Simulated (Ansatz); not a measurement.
The cell whose phonons are given is a generated cell of KTaO3: the first start was made by placing the elements on the sites of a structure type, and the end was not matched to a known phase here, so it may be hypothetical. Known forms of KTaO3 include space group No. 221.

Phonons of a relaxed structure of KTaO3 by density-functional perturbation theory (low response-accuracy setting, no LO–TO term) at the zone centre. The numbers are results of PBEsol (plane waves to 420 eV, PAW, scalar-relativistic; Ansatz, an electronic-structure program), not measurements. Γ-centred k-mesh 6×6×6, Fermi–Dirac smearing 0.05 eV.

```
KTaO3
1.0
    2.71549     1.56779     5.89962
   -2.71549     1.56779     5.89962
    0.00000    -3.13558     5.89962
K O Ta
2 6 2
Direct
  0.36199   0.36199   0.36199
  0.63801   0.63801   0.63801
  0.14752   0.55800   0.99027
  0.99027   0.14752   0.55800
  0.55800   0.99027   0.14752
  0.85248   0.44200   0.00973
  0.00973   0.85248   0.44200
  0.44200   0.00973   0.85248
  0.15787   0.15787   0.15787
  0.84213   0.84213   0.84213
```

Space group R-3 (No. 148), AFLOW prototype AB3C_hR10_148_c_f_c (as in TiFeO3).

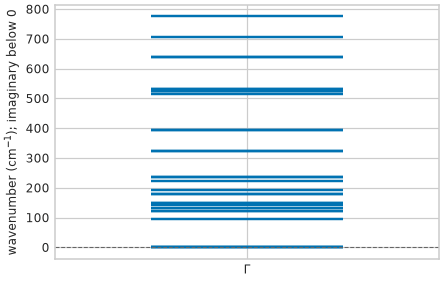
Figure. Phonon wavenumbers at the sampled wavevectors

Is the structure stable at these points, and where is the highest mode?

No instability shows at these points (nothing beyond 15i cm⁻¹, the threshold used here). Other wavevectors were not sampled, so this does not prove stability. The highest mode lies near 775 cm⁻¹.

| q | wavenumbers (cm⁻¹; i marks imaginary) |
|---|---|
| Γ | 0 (×3), 95, 122 (×2), 132, 143, 149 (×2), 179 (×2), 191, 223, 236 (×2), 322 (×2), 394 (×2), 516, 524 (×3), 532 (×2), 640 (×2), 707, 775 |

No spin polarisation in the result.
